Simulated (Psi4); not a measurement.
# SiH$_{4}$: single-point calculation (part 1 of 2)

System: SiH$_{4}$, multiplicity 3.
Method: CCSD/cc-pVTZ, UHF (Psi4 1.11).

The geometry is that of the parent species in another charge or spin state. The geometry comes from this level: PBE0-D4/def2-TZVP.

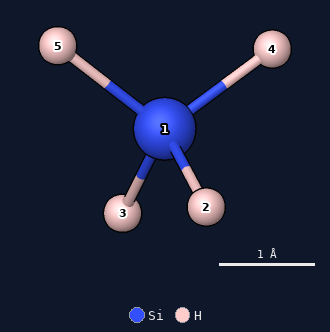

*The structure (ball-and-stick view, seen at a tilt; atoms are numbered from 1 in the order of the input).*

Bond lengths as drawn: H–Si 1.48 Å.

The input (job.inp):
```
memory 1.6 GB

molecule {
  0 3
  Si     0.00000000     0.00000000    -0.00018897
  H      1.82849900    -1.30088746     1.68355700
  H     -2.51522547     0.08484870     1.23966034
  H     -0.19861022    -1.39896425    -2.42376273
  H      0.88533669     2.61500301    -0.49926564
  units au
  symmetry c1
  no_reorient
  no_com
}

set reference uhf
set puream true
set e_convergence 1e-09
set d_convergence 1e-08
set scf_type pk
set num_frozen_docc 5
set maxiter 200

energy('ccsd/cc-pVTZ')
```

Machine: 1 thread of AMD EPYC (Zen 5), 64 GiB of memory available, shared host.

Run as:
```bash
psi4 job.inp job.out -n 1
```

Log:
```
Psi4 1.11 release

   => Loading Basis Set <=

    Name: CC-PVTZ
    Role: ORBITAL
    Keyword: BASIS

         ---------------------------------------------------------
                                   SCF
                              UHF Reference
                        1 Threads,   1525 MiB Core
         ---------------------------------------------------------

  ==> Geometry <==

    Molecular point group: c1
    Full point group: C1

    Geometry (in Bohr), charge = 0, multiplicity = 3:

       Center              X                  Y                   Z               Mass
    ------------   -----------------  -----------------  -----------------  -----------------
         SI           0.000000000000     0.000000000000    -0.000188970000    27.976926534650
         H            1.828499000000    -1.300887460000     1.683557000000     1.007825032230
         H           -2.515225470000     0.084848700000     1.239660340000     1.007825032230
         H           -0.198610220000    -1.398964250000    -2.423762730000     1.007825032230
         H            0.885336690000     2.615003010000    -0.499265640000     1.007825032230

  Running in c1 symmetry.

  Rotational constants: A =      2.84607  B =      2.84604  C =      2.84571 [cm^-1]
  Rotational constants: A =  85323.15243  B =  85321.99192  C =  85312.19854 [MHz]
  Nuclear repulsion =   21.270588284971325

  Charge       = 0
  Multiplicity = 3
  Electrons    = 18
  Nalpha       = 10
  Nbeta        = 8

  ==> Algorithm <==

  SCF Algorithm Type is PK.
  DIIS enabled.
  MOM disabled.
  Fractional occupation disabled.
  Guess Type is SAD.
  Energy threshold   = 1.00e-09
  Density threshold  = 1.00e-08
  Integral threshold = 1.00e-12

  ==> Primary Basis <==

  Basis Set: CC-PVTZ
    Blend: CC-PVTZ
    Number of shells: 36
    Number of basis functions: 90
    Number of Cartesian functions: 99
    Spherical Harmonics?: true
    Max angular momentum: 3

  ==> Integral Setup <==

  Using in-core PK algorithm.
   Calculation information:
      Number of atoms:                   5
      Number of AO shells:              36
      Number of primitives:             92
      Number of atomic orbitals:        99
      Number of basis functions:        90

      Integral cutoff                 1.00e-12
      Number of threads:                 1

  Performing in-core PK
  Using 16773120 doubles for integral storage.
  We computed 222111 shell quartets total.
  Whereas there are 222111 unique shell quartets.

  ==> DiskJK: Disk-Based J/K Matrices <==

    J tasked:                  Yes
    K tasked:                  Yes
    wK tasked:                  No
    Memory [MiB]:             1144
    Schwarz Cutoff:          1E-12

  Minimum eigenvalue in the overlap matrix is 2.2583860748E-03.
  Reciprocal condition number of the overlap matrix is 4.2617630006E-04.
    Using symmetric orthogonalization.

  ==> Pre-Iterations <==

  SCF Guess: Superposition of Atomic Densities via on-the-fly atomic UHF (no occupation information).

   -------------------------
    Irrep   Nso     Nmo
   -------------------------
     A         90      90
   -------------------------
    Total      90      90
   -------------------------

  ==> Iterations <==

                        Total Energy        Delta E     RMS |[F,P]|

   @UHF iter SAD:  -290.75911961715781   -2.90759e+02   0.00000e+00
   @UHF iter   1:  -290.88475356317991   -1.25634e-01   2.08985e-03 ADIIS/DIIS
   @UHF iter   2:  -290.92014111267423   -3.53875e-02   7.27242e-04 ADIIS/DIIS
   @UHF iter   3:  -290.92653010810983   -6.38900e-03   3.34752e-04 ADIIS/DIIS
   @UHF iter   4:  -290.92856315982590   -2.03305e-03   1.24995e-04 ADIIS/DIIS
   @UHF iter   5:  -290.92907959402413   -5.16434e-04   6.77919e-05 DIIS
   @UHF iter   6:  -290.92931552712639   -2.35933e-04   5.93493e-05 DIIS
   @UHF iter   7:  -290.92951842166224   -2.02895e-04   6.00253e-05 DIIS
   @UHF iter   8:  -290.92943806280186    8.03589e-05   5.88164e-05 DIIS
   @UHF iter   9:  -290.92896412606359    4.73937e-04   4.12196e-05 DIIS
[... 44 lines of further cycles ...]
   @UHF iter  54:  -290.92892695046373    3.63593e-09   1.84054e-07 DIIS
   @UHF iter  55:  -290.92892700332976   -5.28660e-08   8.70803e-07 DIIS
   @UHF iter  56:  -290.92892697283349    3.04963e-08   7.68782e-08 DIIS
   @UHF iter  57:  -290.92892700967548   -3.68420e-08   4.04504e-07 DIIS
   @UHF iter  58:  -290.92892700975443   -7.89555e-11   2.92271e-08 DIIS
   @UHF iter  59:  -290.92892701110935   -1.35492e-09   1.36481e-07 DIIS
   @UHF iter  60:  -290.92892701149725   -3.87899e-10   3.88360e-08 DIIS
   @UHF iter  61:  -290.92892701151493   -1.76783e-11   2.63476e-08 DIIS
   @UHF iter  62:  -290.92892701153846   -2.35332e-11   1.16917e-08 DIIS
   @UHF iter  63:  -290.92892701154477   -6.30962e-12   4.82786e-09 DIIS
  Energy and wave function converged.

  ==> Post-Iterations <==

   @Spin Contamination Metric:   8.400584756E-02
   @S^2 Expected:                2.000000000E+00
   @S^2 Observed:                2.084005848E+00
   @S   Expected:                1.000000000E+00
   @S   Observed:                1.000000000E+00

    Orbital Energies [Eh]
    ---------------------

    Alpha Occupied:

       1A    -68.807610     2A     -6.156486     3A     -4.272242
       4A     -4.260688     5A     -4.259057     6A     -0.820141
       7A     -0.660303     8A     -0.547793     9A     -0.476015
      10A     -0.128196

    Alpha Virtual:

      11A      0.117851    12A      0.134060    13A      0.145584
      14A      0.253372    15A      0.282273    16A      0.285557
      17A      0.307144    18A      0.308811    19A      0.354204
      20A      0.390849    21A      0.417299    22A      0.422497
      23A      0.513258    24A      0.667754    25A      0.709174
      26A      0.718627    27A      0.764710    28A      0.791506
      29A      0.824743    30A      0.977945    31A      0.980340
      32A      0.994595    33A      1.115613    34A      1.129709
      35A      1.152430    36A      1.162162    37A      1.164351
      38A      1.315760    39A      1.323758    40A      1.347550
      41A      1.532116    42A      1.533418    43A      1.537753
      44A      1.543033    45A      1.551578    46A      1.562742
      47A      1.572271    48A      1.732754    49A      1.780056
      50A      1.816516    51A      2.531595    52A      2.570497
      53A      2.636656    54A      2.799295    55A      3.052715
      56A      3.083186    57A      3.098917    58A      3.344266
      59A      3.344331    60A      3.408329    61A      3.411284
      62A      3.458735    63A      3.580182    64A      3.622201
      65A      3.643542    66A      3.765340    67A      3.784660
      68A      3.794665    69A      3.803988    70A      3.810427
      71A      3.884781    72A      3.891988    73A      3.951915
      74A      3.964346    75A      4.127987    76A      4.147880
      77A      4.155240    78A      4.166831    79A      4.186684
      80A      4.224518    81A      4.374973    82A      4.427166
      83A      4.434436    84A      4.456848    85A      4.504751
      86A      4.507210    87A      4.837921    88A      4.900772
      89A      4.957500    90A      5.950646

    Beta Occupied:

       1A    -68.804808     2A     -6.153561     3A     -4.261008
       4A     -4.258335     5A     -4.250238     6A     -0.692402
       7A     -0.481804     8A     -0.456182

    Beta Virtual:

       9A     -0.138293    10A      0.132103    11A      0.160279
      12A      0.169775    13A      0.188596    14A      0.304775
      15A      0.306264    16A      0.314158    17A      0.328849
      18A      0.344052    19A      0.407866    20A      0.420191
      21A      0.442694    22A      0.470812    23A      0.555035
      24A      0.731868    25A      0.732196    26A      0.741710
      27A      0.831814    28A      0.841192    29A      0.845200
      30A      1.012052    31A      1.014326    32A      1.020006
      33A      1.137593    34A      1.142860    35A      1.166540
      36A      1.181343    37A      1.207356    38A      1.336935
      39A      1.340828    40A      1.384145    41A      1.551262
      42A      1.554246    43A      1.561463    44A      1.568465
      45A      1.577856    46A      1.580583    47A      1.586319
      48A      1.768725    49A      1.793845    50A      1.821054
      51A      2.604600    52A      2.616346    53A      2.634342
      54A      2.826294    55A      3.092006    56A      3.097721
      57A      3.098106    58A      3.376797    59A      3.381145
      60A      3.426267    61A      3.437866    62A      3.466801
      63A      3.612098    64A      3.643318    65A      3.663655
      66A      3.801576    67A      3.814807    68A      3.820794
      69A      3.838393    70A      3.846458    71A      3.886049
      72A      3.933155    73A      3.966700    74A      3.973987
      75A      4.162163    76A      4.175877    77A      4.187904
      78A      4.188796    79A      4.206826    80A      4.222481
      81A      4.411020    82A      4.438592    83A      4.447853
      84A      4.483244    85A      4.507736    86A      4.511121
      87A      4.871609    88A      4.915246    89A      4.955721
      90A      5.961483

    Final Occupation by Irrep:
              A
    DOCC [     8 ]
    SOCC [     2 ]
    NA   [    10 ]
    NB   [     8 ]

  @UHF Final Energy:  -290.92892701154477

   => Energetics <=

    Nuclear Repulsion Energy =             21.2705882849713248
    One-Electron Energy =                -444.6521612206091731
    Two-Electron Energy =                 132.4526459240930762
    Total Energy =                       -290.9289270115447721

  UHF NO Occupations:
  HONO-2 :    8  A 1.9643314
  HONO-1 :    9  A 1.0000000
  HONO-0 :   10  A 1.0000000
  LUNO+0 :   11  A 0.0356686
  LUNO+1 :   12  A 0.0057689
  LUNO+2 :   13  A 0.0012143
  LUNO+3 :   14  A 0.0000032

Computation Completed

Properties will be evaluated at   0.000000,   0.000000,   0.000000 [a0]

Properties computed using the SCF density matrix

 Multipole Moments:

 ------------------------------------------------------------------------------------
     Multipole            Electronic (a.u.)      Nuclear  (a.u.)        Total (a.u.)
 ------------------------------------------------------------------------------------

 L = 1.  Multiply by 2.5417464519 to convert [e a0] to [Debye]
 Dipole X            :         -0.1078552            0.0000000           -0.1078552
 Dipole Y            :         -0.4562508            0.0000000           -0.4562508
 Dipole Z            :          1.0148192           -0.0024566            1.0123626
 Magnitude           :                                                    1.1156503

 ------------------------------------------------------------------------------------

	total time  =          4 seconds =       0.07 minutes
 MINTS: Wrapper to libmints.

   Calculation information:
      Number of threads:                 1
      Number of atoms:                   5
      Number of AO shells:              36
      Number of SO shells:              36
      Number of primitives:             92
      Number of atomic orbitals:        99
      Number of basis functions:        90

      Number of irreps:                  1
      Integral cutoff                 1.00e-12
      Number of functions per irrep: [  90 ]

 OEINTS: Overlap, kinetic, potential, dipole, and quadrupole integrals
         stored in file 35.
```
